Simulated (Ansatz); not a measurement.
**CH5FSi (SMILES C[SiH2]F): CAM-B3LYP/6-311+G(d,p)**

Aim: the electronic atomisation energy of CH5FSi at CAM-B3LYP/6-311+G**, from 5 runs. 

The results are computed with Ansatz 0.2.0.

74 further runs of the same task are left out: 1 that didn't finish, 73 set aside as unsound or not needed.

**1. The structure to begin with**

CH5FSi: 8 atoms, total charge 0, spin state singlet. SMILES: `C[SiH2]F`. Geometry: relaxed at PBE0-D4/def2-TZVP.

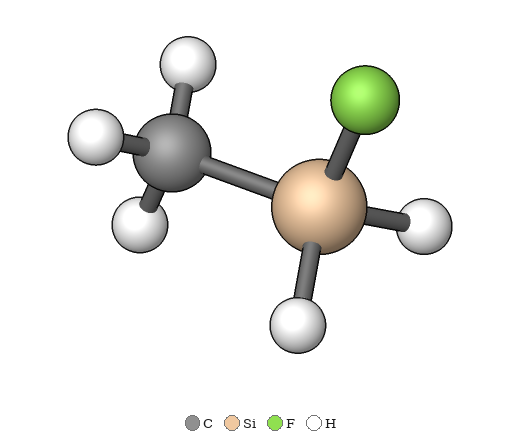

The structure, seen from a chosen angle (carbon grey, silicon light orange, fluorine green, hydrogen white).

**2. The energy at CAM-B3LYP/6-311+G(d,p)**

molecule.yaml

```yaml
crystal:
  periodic: [false, false, false]
  atoms:
    - symbol: C
      position_ang: [-0.521400, 0.700300, -0.437000]
    - symbol: Si
      position_ang: [0.448400, -0.642000, 0.395200]
    - symbol: F
      position_ang: [1.946500, -0.649600, -0.178800]
    - symbol: H
      position_ang: [-0.562400, 0.542500, -1.517100]
    - symbol: H
      position_ang: [-1.546700, 0.713200, -0.056500]
    - symbol: H
      position_ang: [-0.077200, 1.680300, -0.248400]
    - symbol: H
      position_ang: [0.538700, -0.420800, 1.860700]
    - symbol: H
      position_ang: [-0.133700, -1.981200, 0.126000]
basis:
  gaussian:
    orbitals: 6-311+G_st__st_-spherical.json
hamiltonian:
  xc: {name: CAM-B3LYP}
accuracy: high
output: {orbitals: {seedname: orbitals}}
```

The basis set 6-311+G** is read from a file made from the Basis Set Exchange's data (not shown).

Run with:

```console
$ ansatz run molecule.yaml --threads 1 --pin off --max-ram 3480MiB --events-out events.jsonl --progress --plain --runs-dir runs
```

The program printed:

```text
Warning: RAYON_NUM_THREADS=1 ignored (pool sized by the plan → 1); use --threads N
Functional definition: CAM-B3LYP
  name "CAM-B3LYP"
  parameter alpha = 0.19
  parameter beta = 0.46
  parameter omega = 0.33/bohr
  parameter ac = 0.81
  exchange = (1 - alpha - beta)*b88_x + beta*b88_x_sr(omega) + alpha*exact_x + beta*exact_x_lr(omega)
  correlation = (1 - ac)*vwn5_c + ac*lyp_c
1999 factors; integrals over basis functions are off by at most 5.8e-9 eV
463 factors; integrals over basis functions are off by at most 3.5e-9 eV
mean field evaluation 1: about -11709.8786 eV, gradient 5.3e1 eV
mean field evaluation 2: about -11709.6241 eV, gradient 5.6e1 eV
mean field evaluation 4: about -11715.0432 eV, gradient 2.0e0 eV
mean field evaluation 8: about -11715.1327 eV, gradient 9.5e-2 eV
mean field evaluation 16: about -11715.1327 eV, gradient 4.0e-6 eV
mean field -11715.13272172 eV, -430.5231867211 hartree, gradient 4.5e-8 eV, S^2 0.000000; 0 other end points of the search recorded, 0 dependent functions left out
reference -11715.13274478 eV, -430.5231875683 hartree; 17, 17 occupied and 87, 87 virtual orbitals, 1999 factors
Total energy: -11715.13274478 eV, -430.5231875683 hartree
```

Run time: 6 s. Hardware: 1 thread of Intel Xeon 6975P-C (Granite Rapids), shared host; peak memory 0.38 GiB.

**3. The C atom at the same level**

input.yaml

```yaml
crystal:
  periodic: [false, false, false]
  atoms:
    - symbol: C
      position_ang: [0.000000, 0.000000, 0.000000]
basis:
  gaussian:
    orbitals: 6-311+G_st__st_.json
magnetization:
  spin_polarized: true
  initial_magnetization: 2
hamiltonian:
  xc: {name: CAM-B3LYP}
accuracy: high
```

The basis set 6-311+G** is read from a file made from the Basis Set Exchange's data (not shown).

Run with:

```console
$ ansatz run input.yaml --threads 1 --pin off --max-ram 3480MiB --events-out events.jsonl --progress --plain --runs-dir runs
```

The program printed, cut to the lines that bear on the results:

```text
Warning: RAYON_NUM_THREADS=1 ignored (pool sized by the plan → 1); use --threads N
[... 8 set-up lines as earlier in the session ...]
169 factors; integrals over basis functions are off by at most 2.6e-9 eV
80 factors; integrals over basis functions are off by at most 9.4e-10 eV
mean field evaluation 1: about -1029.4335 eV, gradient 4.3e0 eV
mean field evaluation 2: about -1029.5297 eV, gradient 1.1e0 eV
mean field evaluation 4: about -1029.5373 eV, gradient 2.8e-1 eV
mean field evaluation 8: about -1029.5378 eV, gradient 3.7e-4 eV
mean field -1029.53775679 eV, -37.8348147163 hartree, gradient 6.2e-8 eV, S^2 2.002946; 0 other end points of the search recorded, 0 dependent functions left out
reference -1029.53776914 eV, -37.8348151702 hartree; 4, 2 occupied and 18, 20 virtual orbitals, 169 factors
Total energy: -1029.53776914 eV, -37.8348151702 hartree
```

It took 0.32 s on 1 thread of Intel Xeon 6975P-C (Granite Rapids), shared host.

**4. The F atom, same level**

run.yaml

```yaml
crystal:
  periodic: [false, false, false]
  atoms:
    - symbol: F
      position_ang: [0.000000, 0.000000, 0.000000]
basis:
  gaussian: {orbitals: 6-311+G_st__st_.json}
magnetization: {spin_polarized: true, initial_magnetization: 1}
hamiltonian: {xc: {name: CAM-B3LYP}}
accuracy: high
```

The basis set 6-311+G** is read from a file made from the Basis Set Exchange's data (not shown).

Run the same way, it converges to -99.73743 Eh (log not shown).

**5. The H atom, same level**

run.yaml

```yaml
basis:
  gaussian:
    orbitals: 6-311+G_st__st_.json
crystal:
  periodic: [false, false, false]
  atoms:
    - {symbol: H, position_ang: [0.000000, 0.000000, 0.000000]}
magnetization:
  spin_polarized: true
  initial_magnetization: 1
hamiltonian:
  xc: {name: CAM-B3LYP}
accuracy: high
```

The basis set 6-311+G** is read from a file made from the Basis Set Exchange's data (not shown).

Run the same way, it converges to -0.49881 Eh (log not shown).

**6. The Si atom at the same level**

in.yaml

```yaml
crystal:
  periodic: [false, false, false]
  atoms:
    - {symbol: Si, position_ang: [0.000000, 0.000000, 0.000000]}
basis:
  gaussian:
    orbitals: 6-311+G_st__st_-spherical.json
total_charge: 0
magnetization:
  spin_polarized: true
  initial_magnetization: 2
hamiltonian:
  xc: {name: CAM-B3LYP}
accuracy: high
```

The basis set 6-311+G** is read from a file made from the Basis Set Exchange's data (not shown).

Run the same way, it converges to -289.37896 Eh (log not shown).

**7. Results**

At CAM-B3LYP/6-311+G**:

```
                     quantity          value
       molecule: total energy  -430.52319 Eh
        molecule: HOMO energy      -10.74 eV
        molecule: LUMO energy        0.62 eV
      molecule: HOMO–LUMO gap       11.37 eV
         C atom: total energy   -37.83482 Eh
                 C atom: ⟨S²⟩          2.003
         F atom: total energy   -99.73743 Eh
                 F atom: ⟨S²⟩          0.751
         H atom: total energy    -0.49881 Eh
                 H atom: ⟨S²⟩          0.750
        Si atom: total energy  -289.37896 Eh
                Si atom: ⟨S²⟩          2.002
electronic atomisation energy      29.332 eV
```

Taking the molecule apart into free atoms costs 29.33 eV (2830 kJ/mol), before zero-point energy and without spin-orbit coupling.
